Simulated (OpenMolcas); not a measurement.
**BPBE/def2-SVP run of C3H10Si (trimethylsilane)**

Aim: the vertical ionisation energy of C3H10Si (trimethylsilane) at BPBE/def2-SVP, from 2 runs. 

The calculation is run with OpenMolcas 26.06.

## 1. The structure to begin with

C3H10Si: 14 atoms, total charge 0, spin state singlet. As SMILES, `C[SiH](C)C`. The coordinates come from a PBE0-D4/def2-TZVP relaxation.

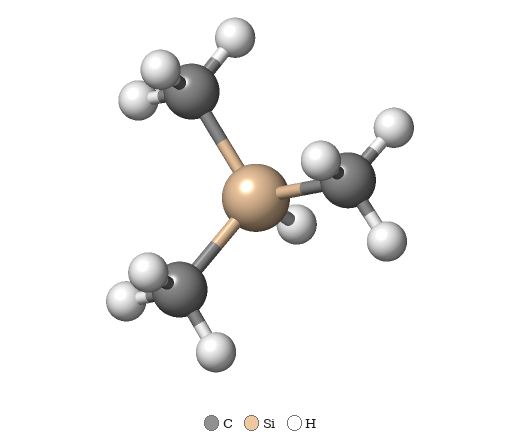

Viewed from a chosen angle; carbon grey, silicon light orange, hydrogen white.

## 2. A single-point energy at BPBE/def2-SVP

job.input

```
&gateway
baslib
$CurrDir
coord
14
bohr
C     -1.80808996     2.04581750    -1.96229161
Si    -0.64023921    -0.02759000     0.65932544
C      2.34212656     1.29276164     2.03674682
C     -0.09694295    -3.31968188    -0.52458797
H     -3.56799190     1.31751705    -2.76070090
H     -2.16543717     3.96596822    -1.29087192
H     -0.41876331     2.15674443    -3.48824545
H     -2.60687719    -0.11206076     2.68416699
H      3.83425431     1.38611411     0.61000359
H      3.02696331     0.11999761     3.59274731
H      2.04430572     3.20138503     2.76712596
H     -1.83076667    -4.12716186    -1.30353308
H      1.33584740    -3.33971298    -2.01388113
H      0.55161106    -4.56009811     0.99399594
basis
def2-SVP
group
NoSym
&seward
gridinput
Grid=SG1Grid
End of Grid
&scf
ksdft
BPBE
prorbitals
0
```

The basis set def2-SVP is read from a file made from the Basis Set Exchange's data (not shown).

Command:

```
$ export MOLCAS_MEM=1860
$ pymolcas job.input > job.log
```

Output:

```text
--- Start Module: gateway ---
[...]
--- Stop Module: gateway /rc=_RC_ALL_IS_WELL_ ---
--- Start Module: seward ---
[...]
      Basis functions          110
--- Stop Module: seward /rc=_RC_ALL_IS_WELL_ ---
[...]
--- Start Module: scf ---
[...]
       Convergence after  12 Iterations
[...]
::    Total KS-DFT energy                            -409.5576720920
[...]
      Total spin, S                                     0.0000000000
[...]
      Total electronic charge=   42.000000
      Total            charge=   -0.000000
[...]
      Dipole Moment (debye):
      Origin of the operator (angstrom)=   -0.0891   -0.0038    0.0917
                   X=  4.5074E-01               Y=  1.8153E-02               Z= -4.6174E-01           Total=  6.4552E-01
      Quadrupole Moment (debye*angstrom):
[...]
--- Stop Module: scf /rc=_RC_ALL_IS_WELL_ ---
[...]
```

Run time: 23 s. Hardware: 1 thread of Arm Neoverse N1, shared host; peak memory 0.65 GiB.

## 3. The doublet cation at the same level

Changes to job.input since step 2:

```diff
@@ -1,5 +1,4 @@
-&gateway
-baslib
-$CurrDir
-coord
+&GATEWAY
+BasLib=$CurrDir
+Coord
 14
@@ -20,14 +19,13 @@
 H      0.55161106    -4.56009811     0.99399594
-basis
-def2-SVP
-group
-NoSym
-&seward
-gridinput
+Basis=def2-SVP
+Group=NoSym
+&SEWARD
+GridInput
 Grid=SG1Grid
 End of Grid
-&scf
-ksdft
-BPBE
-prorbitals
-0
+&SCF
+UHF
+Charge=1
+Spin=2
+KSDFT=BPBE
+PrOrbitals=0
```

The basis set def2-SVP is read from a file made from the Basis Set Exchange's data (not shown).

Command:

```
$ export MOLCAS_MEM=1860
$ pymolcas job.input > job.log
```

Output:

```text
--- Start Module: gateway ---
[...]
--- Stop Module: gateway /rc=_RC_ALL_IS_WELL_ ---
--- Start Module: seward ---
[...]
      Basis functions          110
--- Stop Module: seward /rc=_RC_ALL_IS_WELL_ ---
[...]
--- Start Module: scf ---
[...]
       Convergence after  43 Iterations
[...]
::    Total KS-DFT energy                            -409.1863934920
[...]
      Total spin, S                                     0.5010419407
[...]
      Total electronic charge=   41.000000
      Total            charge=    1.000000
[...]
      Dipole Moment (debye):
      Origin of the operator (angstrom)=   -0.0891   -0.0038    0.0917
                   X=  3.5906E-01               Y=  6.1467E-02               Z= -2.0157E-01           Total=  4.1633E-01
      Center of Charge (angstrom)
[...]
--- Stop Module: scf /rc=_RC_ALL_IS_WELL_ ---
[...]
```

Run time: 69 s. Hardware: 1 thread of Arm Neoverse N1, shared host; peak memory 0.65 GiB.

## 4. Results

At BPBE/def2-SVP:

| quantity | value |
| --- | --- |
| singlet C3H10Si: total energy | -409.55767 Eh |
| singlet C3H10Si: dipole moment | 0.65 D |
| singlet C3H10Si: HOMO energy | -7.15 eV |
| singlet C3H10Si: LUMO energy | 1.15 eV |
| singlet C3H10Si: HOMO–LUMO gap | 8.30 eV |
| doublet cation: total energy | -409.18639 Eh |
| doublet cation: HOMO energy (highest over α and β) | -13.07 eV |
| doublet cation: LUMO energy (lowest over α and β) | -13.04 eV |
| doublet cation: ⟨S²⟩ | 0.752 |
| vertical ionisation energy (to the doublet cation) | 10.103 eV |

In words: Removing an electron at fixed nuclei costs 10.10 eV (233 kcal/mol). −ε(HOMO) before ionisation, 7.15 eV, is 2.95 eV below this ionisation energy. Mulliken charges (singlet C3H10Si) run from -0.27 on C3 to +0.38 on Si2; they depend strongly on the basis.
